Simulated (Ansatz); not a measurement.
## Electronic structure of BH8NSi2 (SMILES B[SiH2]N[SiH3]) in real space

```yaml
atoms:
  - { symbol: B, position_ang: [-1.7274, 1.9146, 0.1732] }
  - { symbol: Si, position_ang: [-0.9563, 0.1297, -0.3083] }
  - { symbol: N, position_ang: [0.5766, -0.1738, 0.4401] }
  - { symbol: Si, position_ang: [1.7913, -1.3062, -0.0257] }
  - { symbol: H, position_ang: [-2.6599, 2.3453, -0.4403] }
  - { symbol: H, position_ang: [-1.3314, 2.5697, 1.0943] }
  - { symbol: H, position_ang: [-2.0134, -0.8604, 0.0898] }
  - { symbol: H, position_ang: [-0.7794, -0.0350, -1.7781] }
  - { symbol: H, position_ang: [0.7145, 0.2824, 1.3309] }
  - { symbol: H, position_ang: [1.7449, -2.5787, 0.7497] }
  - { symbol: H, position_ang: [3.1447, -0.7184, 0.1681] }
  - { symbol: H, position_ang: [1.5727, -1.6243, -1.4598] }
```

Geometry: PBE0-D4/def2-TZVP.

The calculation used Ansatz, RKS PBE0-D4/def2-TZVPP.

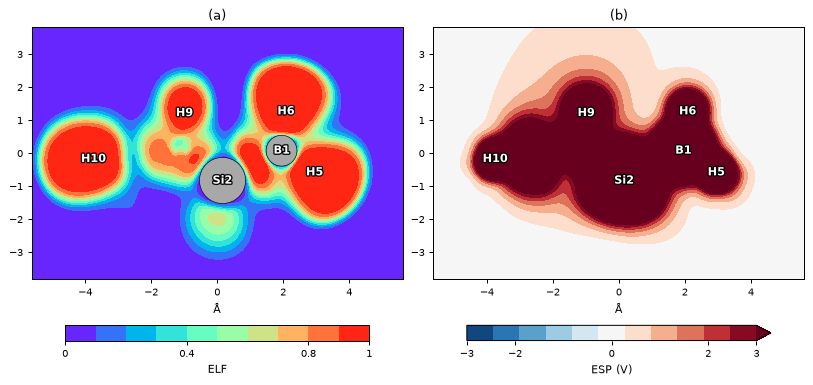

Figure 1. (a) ELF; (b) electrostatic potential on the plane of atoms Si2, B1 and H5. Grey discs cover the atomic cores in the ELF map.

Q: Describe what can be read from this map.

A: Atoms in the plane: B, Si and H.
Si–B (2.00 Å): the ELF peaks at about 1 between the atoms: a shared electron pair.
B–H (1.20 Å): the ELF climbs to about 1 towards the hydrogen, as it does in any bond to H (a covalent bond by its length).
The potential has no marked negative region in this plane.

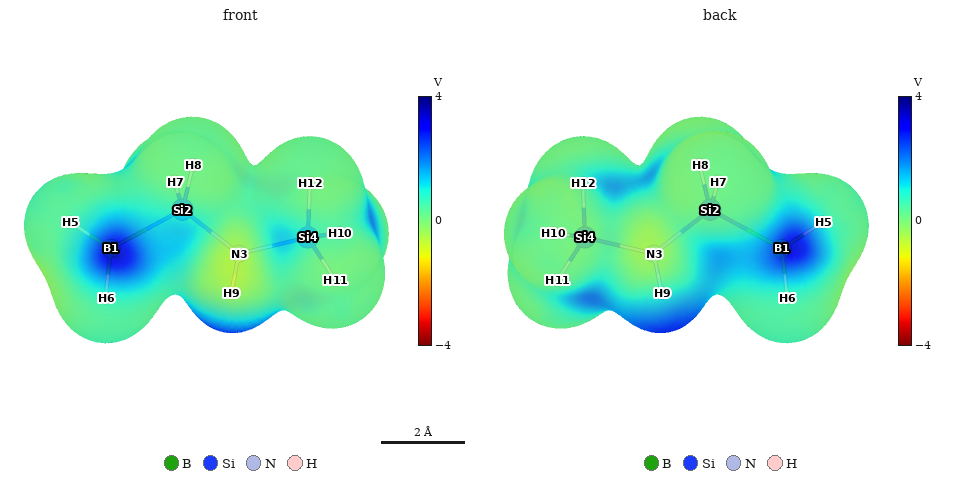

Figure 2. The electrostatic potential painted on the density surface at 0.004 e/bohr³, seen from the front and from behind; red is negative and blue positive.

Q: Describe the electrostatic potential map.

A: The most negative region (about −0.6 V, or −14 kcal/mol for a unit charge) lies over N3, the most positive (about +3.1 V, or +71 kcal/mol for a unit charge) over B1.

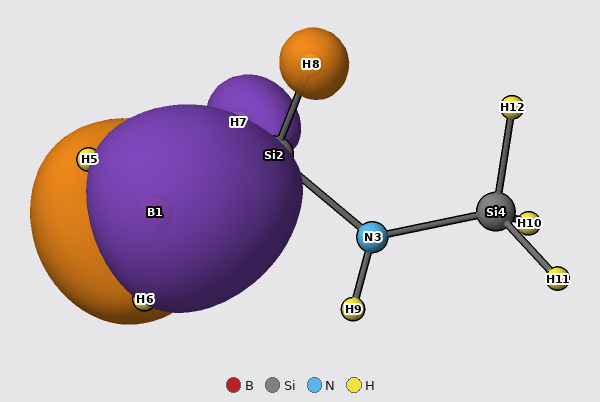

Figure 3. One frontier orbital at ±0.1 Å⁻³ᐟ² (orange and purple are the two phases), seen at a tilt.

Q: Which orbital is it: HOMO or LUMO?

A: The LUMO, at −2.43 eV. By Hirshfeld shares it lies mainly on B1 (about 65 %), Si2 (about 15 %), H6 (about 5 %) and H5 (about 5 %).
